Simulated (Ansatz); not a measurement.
## Electronic structure of CH$_{4}$FNO$_{3}$ (SMILES NOC(O)(O)F) in real space

The calculation's input:

```
crystal:
  periodic: [false, false, false]
  atoms:
    - symbol: C
      position_ang: [-1.487248, -1.129232, -0.244300]
    - symbol: F
      position_ang: [-1.403894, -1.033271, -1.639996]
    - symbol: N
      position_ang: [0.580981, -0.182767, 0.003255]
    - symbol: O
      position_ang: [-0.192742, -1.378809, 0.215074]
    - symbol: O
      position_ang: [-2.030742, 0.028029, 0.230165]
    - symbol: O
      position_ang: [-2.228871, -2.207283, 0.100090]
    - symbol: H
      position_ang: [1.156659, -0.382041, -0.813251]
    - symbol: H
      position_ang: [1.195439, -0.166654, 0.812170]
    - symbol: H
      position_ang: [-1.335401, 0.697962, 0.121913]
    - symbol: H
      position_ang: [-3.128990, -1.895023, 0.243660]
basis:
  gaussian: {orbitals: def2-SVPD}
hamiltonian: {xc: {name: PBE0}}
output: {forces: true, orbitals: {seedname: orbitals}}
```

Command:

```sh
ansatz run input.yaml --threads 2 --pin off --max-ram 4350MiB --events-out events.jsonl --progress --plain --runs-dir runs
```

Geometry: B3LYP-D3(BJ)/6-311G**.

Theory: isolated molecule in a Gaussian basis; Kohn-Sham density functional theory, functional PBE0 (Ansatz 0.2.0).

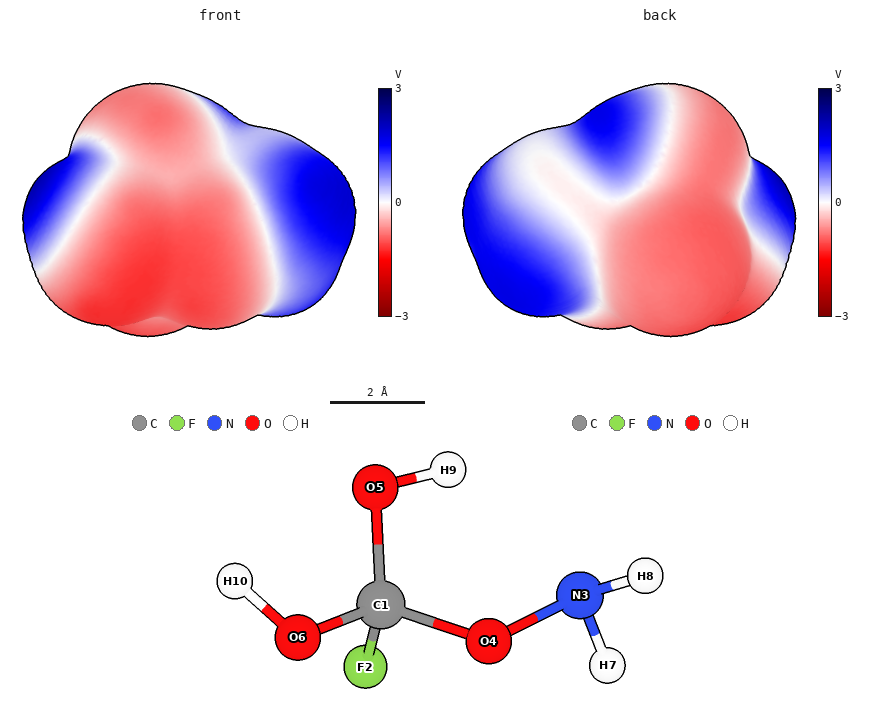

Figure 1. The electrostatic potential painted on the density surface at 0.001 e/bohr³, seen from the front and from behind; red is negative and blue positive. The bare structure is drawn below in the same view.

Q: Describe the electrostatic potential map.

A: The most negative region (about −1.2 V, or −28 kcal/mol for a unit charge) lies over O6, the most positive (about +2.1 V, or +48 kcal/mol for a unit charge) over H10. O6 is the likeliest acceptor of a hydrogen bond.

Q: What dipole moment does the calculation give?

A: Its dipole moment is 2.55 D.

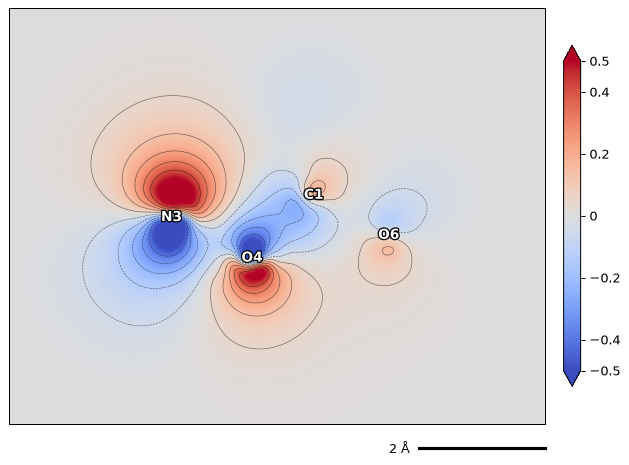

Figure 2. The HOMO on the plane of atoms O4, C1 and O6 (values in Å⁻³ᐟ²; the overall sign is arbitrary).

Q: What is the character of this orbital?

A: By Hirshfeld shares it lies mainly on N3 (about 45 %), O4 (about 35 %) and O5 (about 5 %). Its energy is −8.47 eV.

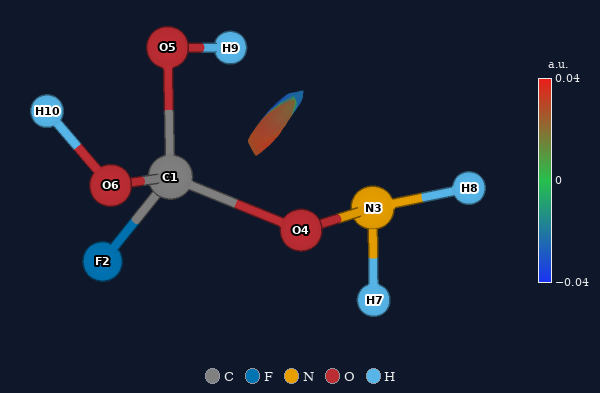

Figure 3. Non-covalent interaction (NCI) plot: the surface where the reduced density gradient is 0.4, for densities under 0.05 a.u., coloured by sign(λ₂)ρ; seen at a tilt.

Q: Identify the weak interactions.

A: H9···N3 (2.1 Å) and H9···O4 (2.4 Å): weak, bent hydrogen bonding (blue-green, mildly attractive).
